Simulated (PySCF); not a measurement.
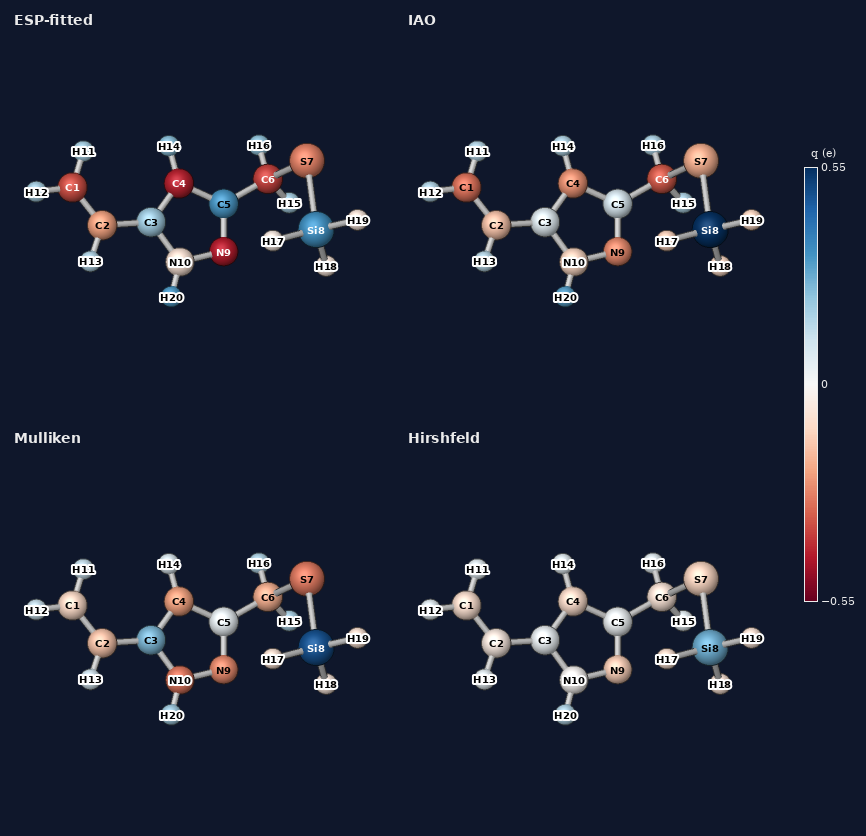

Atomic charges of one calculation by 4 schemes, on one colour scale. Computed geometry: GFN2-xTB optimisation. No frequency run is at hand to confirm it as a minimum. Method: PBE0/pcSseg-1 (PySCF 2.14.0).

> Which scheme gives the most polar picture (largest mean size of the charges)?

The ESP-fitted charges are the largest in size here, and the Hirshfeld charges the smallest.

> On which atom do the schemes disagree most?

On C4 (from −0.42 to −0.10 e).

List the charges (e), one line for each set of equivalent atoms.

```json
{"atom": "C1", "ESP-fitted": "−0.35", "IAO": "−0.30", "Mulliken": "−0.10", "Hirshfeld": "−0.09"}
{"atom": "C2", "ESP-fitted": "−0.22", "IAO": "−0.15", "Mulliken": "−0.15", "Hirshfeld": "−0.05"}
{"atom": "C3", "ESP-fitted": "0.19", "IAO": "0.06", "Mulliken": "0.25", "Hirshfeld": "0.03"}
{"atom": "C4", "ESP-fitted": "−0.42", "IAO": "−0.25", "Mulliken": "−0.22", "Hirshfeld": "−0.10"}
{"atom": "C5", "ESP-fitted": "0.32", "IAO": "0.08", "Mulliken": "0.04", "Hirshfeld": "0.02"}
{"atom": "C6", "ESP-fitted": "−0.37", "IAO": "−0.34", "Mulliken": "−0.19", "Hirshfeld": "−0.07"}
{"atom": "S7", "ESP-fitted": "−0.27", "IAO": "−0.20", "Mulliken": "−0.29", "Hirshfeld": "−0.11"}
{"atom": "Si8", "ESP-fitted": "0.33", "IAO": "0.54", "Mulliken": "0.48", "Hirshfeld": "0.27"}
{"atom": "N9", "ESP-fitted": "−0.43", "IAO": "−0.26", "Mulliken": "−0.26", "Hirshfeld": "−0.13"}
{"atom": "N10", "ESP-fitted": "−0.07", "IAO": "−0.11", "Mulliken": "−0.29", "Hirshfeld": "−0.01"}
{"atom": "H11", "ESP-fitted": "0.18", "IAO": "0.15", "Mulliken": "0.13", "Hirshfeld": "0.05"}
{"atom": "H12", "ESP-fitted": "0.18", "IAO": "0.16", "Mulliken": "0.12", "Hirshfeld": "0.05"}
{"atom": "H13", "ESP-fitted": "0.16", "IAO": "0.15", "Mulliken": "0.10", "Hirshfeld": "0.05"}
{"atom": "H14", "ESP-fitted": "0.23", "IAO": "0.16", "Mulliken": "0.08", "Hirshfeld": "0.06"}
{"atom": "H15", "ESP-fitted": "0.18", "IAO": "0.17", "Mulliken": "0.17", "Hirshfeld": "0.05"}
{"atom": "H16", "ESP-fitted": "0.22", "IAO": "0.17", "Mulliken": "0.17", "Hirshfeld": "0.05"}
{"atom": "H17", "ESP-fitted": "−0.05", "IAO": "−0.12", "Mulliken": "−0.08", "Hirshfeld": "−0.08"}
{"atom": "H18", "ESP-fitted": "−0.06", "IAO": "−0.11", "Mulliken": "−0.06", "Hirshfeld": "−0.07"}
{"atom": "H19", "ESP-fitted": "−0.06", "IAO": "−0.11", "Mulliken": "−0.08", "Hirshfeld": "−0.08"}
{"atom": "H20", "ESP-fitted": "0.31", "IAO": "0.30", "Mulliken": "0.19", "Hirshfeld": "0.16"}
```

The geometry is semi-empirical. Around Si such bond lengths and angles can be off by a tenth of an ångström or more and by several degrees, and values that hang on the shape move with them.
